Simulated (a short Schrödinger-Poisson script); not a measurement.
System: symmetric double-gate stack, SiO2 on p-type Si(100), at 300 K.

```tsv
layer	material	thickness (nm)	Na (cm⁻³)
1	SiO2	1.5	-
2	Si	8	1e18
3	SiO2	1.5	-
```

The device is made up for the run: typed textbook-type constants, with dimensions and the other settings drawn at random. SiO2: permittivity 3.9, conduction-band edge (eV) 3.15, gap (eV) 9, electron mass (mₑ) 0.5. Si: permittivity 11.7, conduction-band edge (eV) 0, gap (eV) 1.124, Nv at 300 K (cm⁻³) 3.1e19.

Channel valleys (confinement mass, in-plane density-of-states mass, number): Δ2 0.916, 0.19, 2; Δ4 0.19, 0.417, 4. At the gates, both at one voltage, the conduction-band edge of layer 1 lies 3.51 eV − eVg above the Fermi level of the channel. Gaps are held at their typed values at every temperature. Mesh 0.03 nm at interfaces.

Solved with a short Schrödinger-Poisson script written for these runs: 1D Poisson equation in equilibrium, electrons quantum, Hartree (BenDaniel-Duke, 12 states a valley, the channel's in-plane mass for all, wave functions ending at the dielectric), parabolic valleys, classical holes, full ionisation, no traps, pinning or gate leakage.

Only gate voltages with over 1e8 electrons/cm² are shown.

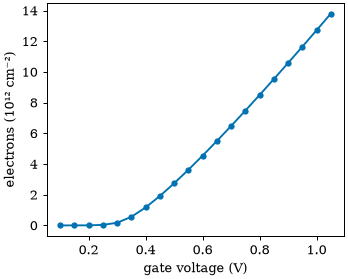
Fig. 1. Sheet density against gate voltage

| Vg (V) | electrons (cm⁻²) | C (μF/cm²) | Δ2 E0 (meV) | Δ2 E1 (meV) | Δ4 E0 (meV) | Δ4 E1 (meV) |
|---|---|---|---|---|---|---|
| 0.1 | 1.06e8 | < 0.003 | 304.9 | 322.3 | 329.5 | 420.4 |
| 0.2 | 5.04e9 | 0.0315 | 205.2 | 222.5 | 229.8 | 320.6 |
| 0.3 | 1.73e11 | 0.806 | 113.8 | 130.6 | 138.4 | 228.7 |
| 0.4 | 1.17e12 | 2.21 | 64.4 | 78.1 | 89.5 | 176.6 |
| 0.5 | 2.74e12 | 2.75 | 41.7 | 51.5 | 68.4 | 151.1 |
| 0.6 | 4.54e12 | 3.01 | 27.2 | 33.9 | 56.6 | 135.2 |
| 0.7 | 6.48e12 | 3.18 | 15.8 | 20.3 | 48.9 | 123.8 |
| 0.8 | 8.50e12 | 3.30 | 6.1 | 9.0 | 43.4 | 115.1 |
| 0.9 | 1.06e13 | 3.38 | -2.7 | -0.7 | 39.2 | 108.1 |
| 1 | 1.27e13 | 3.45 | -10.8 | -9.4 | 35.7 | 102.2 |

Subbands count from the Fermi level. The capacitance is that of both gates.
